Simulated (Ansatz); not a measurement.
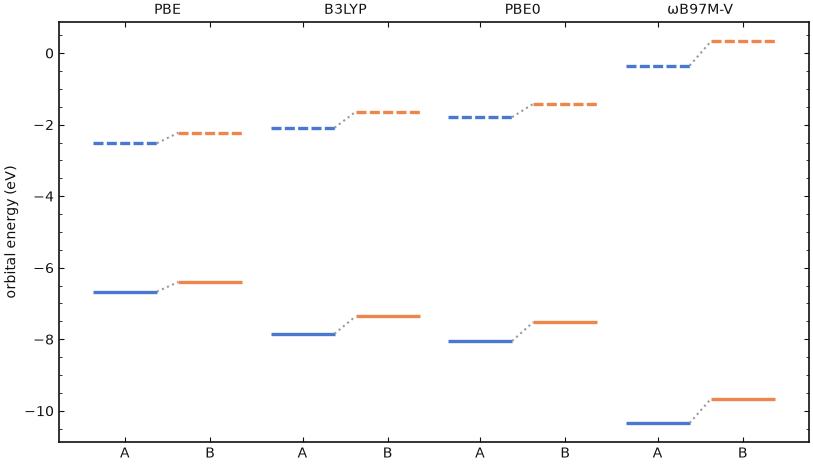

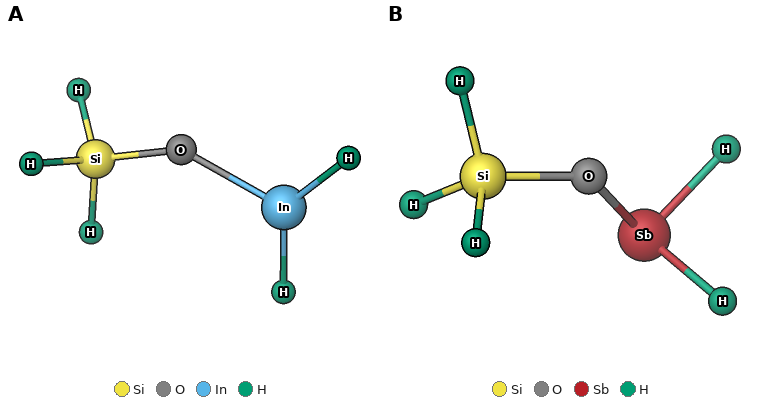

One change: A, InSiH₅O (SMILES [SiH3][O][InH2]), becomes B, SiSbH₅O (SMILES [SiH3][O][SbH2]). InH₂ on O is replaced by SbH₂. HOMO (solid) and LUMO (dashed) computed in def2-TZVPP at PBE0-D4/def2-TZVP geometries, both minima by their frequencies, gas phase, the Ansatz code 0.2.0. Empty levels above zero depend strongly on the basis.

What does the change do to HOMO and LUMO?

Answer. PBE: the HOMO rises by 0.27 eV, the LUMO rises by 0.29 eV, and the separation goes from 4.15 to 4.17 eV. B3LYP: the HOMO rises by 0.49 eV, the LUMO rises by 0.45 eV, and the separation goes from 5.76 to 5.72 eV. PBE0: the HOMO rises by 0.53 eV, the LUMO rises by 0.38 eV, and the separation goes from 6.26 to 6.10 eV. ωB97M-V: the HOMO rises by 0.68 eV, the LUMO rises by 0.68 eV, and the separation goes from 9.99 to 9.99 eV.

Do the functionals agree on the effect?

Answer. They agree on the direction for both levels; the HOMO shift lies between 0.27 and 0.68 eV and the LUMO shift between 0.29 and 0.68 eV, while the separations themselves differ by up to 5.8 eV between functionals.

Caveats: core potentials past krypton; spin-orbit coupling is left out, and with In and Sb it can shift these values.
